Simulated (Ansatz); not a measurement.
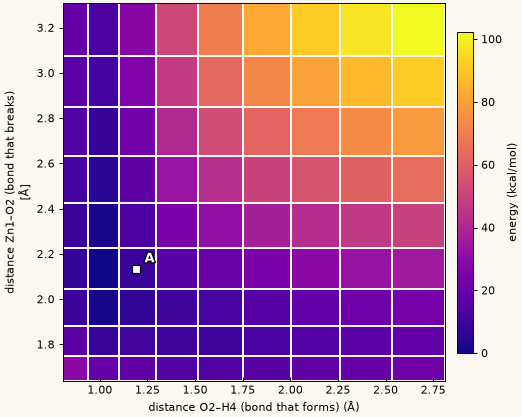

The reacting system ClFH2OZn (fragments ClHOZn + FH where the first distance is long, ClFZn + H₂O where the second is long). Coordinates scanned: (1) distance O2–H4 (bond that forms); (2) distance Zn1–O2 (bond that breaks). Relaxed at each point: all other coordinates. The grid has 9 × 9 points. Points are written as (first, second). Energies: kcal/mol, counted from the lowest grid point. Energies and slopes of some neighbouring points disagree (a jump in structure or state, or too coarse a mesh). The reference is spin-restricted, so regions where a bond is pulled apart into radicals lie too high. The calculation used Ansatz 0.2.0, RKS PBE0-D4/def2-SVP.

The picture shows one coloured cell a grid point, the point A.

Question: Is A at rest? If not, where is it pushed?

Answer: A, at (1.191 Å, 2.132 Å), is not a stationary point. The computed force is 49 kcal/mol for each Å towards smaller values of the first coordinate and 18 kcal/mol for each Å towards smaller values of the second coordinate.
